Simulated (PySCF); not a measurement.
Input file:

```
{"job": {"kind": "nmr", "xc": "PBE0", "basis": "pcSseg-1"}, "charge": 0, "multiplicity": 1}
C     -1.873391     0.712721     1.291668
C     -1.904427    -0.118366     0.014966
C     -0.591055    -0.015750    -0.768647
C     -0.674188    -0.761591    -2.099448
N      0.481698    -0.577697     0.018184
N      0.436286    -1.844378     0.421478
N      1.494188    -2.106628     1.089210
C      2.265892    -1.006530     1.138393
C      1.628823     0.004760     0.448282
C      2.011492     1.412724     0.184405
H     -1.710621     1.764950     1.063939
H     -2.815720     0.620030     1.824524
H     -1.078304     0.372379     1.951354
H     -2.719452     0.221153    -0.626080
H     -2.071390    -1.167414     0.263073
H     -0.350821     1.038408    -0.946234
H     -1.472977    -0.350682    -2.710709
H      0.264043    -0.676024    -2.644138
H     -0.871731    -1.813929    -1.912409
H      3.206398    -0.998444     1.649151
H      1.284410     2.100769     0.616795
H      2.982885     1.611041     0.629392
H      2.073208     1.605484    -0.887069
```

Run with:

```sh
OMP_NUM_THREADS=1 python probes_run.py task.json out
```

Geometry: GFN2-xTB.

Theory: PBE0/pcSseg-1, SCF density, gas phase, non-relativistic (PySCF).

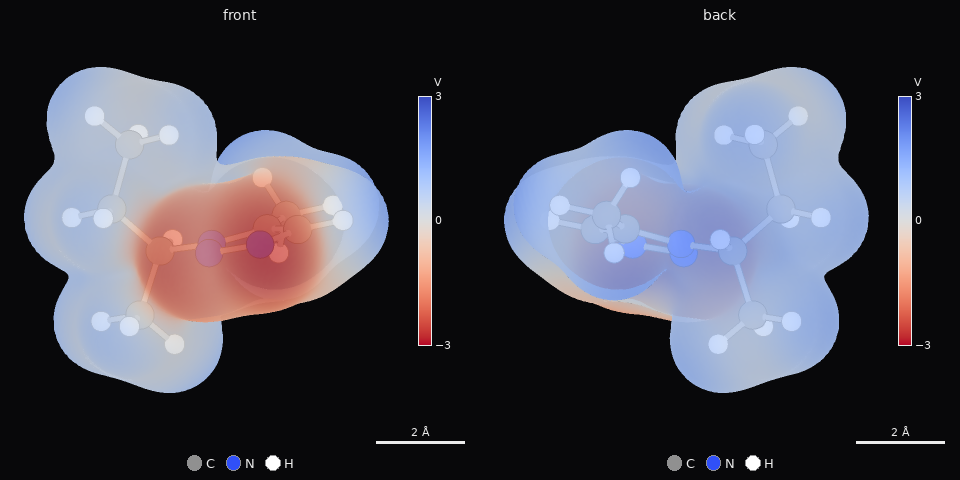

C7H13N3 (SMILES CC[C@H](C)n1nncc1C). The molecular electrostatic potential painted on the density surface at 0.004 e/bohr³, seen from the front and from behind; red is negative and blue positive.

Question: Which sites attract a positive test charge, and which a negative one?

Answer: A positive charge is drawn to the negative regions and a negative charge to the positive ones. The most negative region (about −2.5 V) lies over N7, the most positive (about +1.6 V) over H16. N7 is the likeliest acceptor of a hydrogen bond.

Question: How polar is the molecule by this calculation?

Answer: Its dipole moment is 4.88 D.
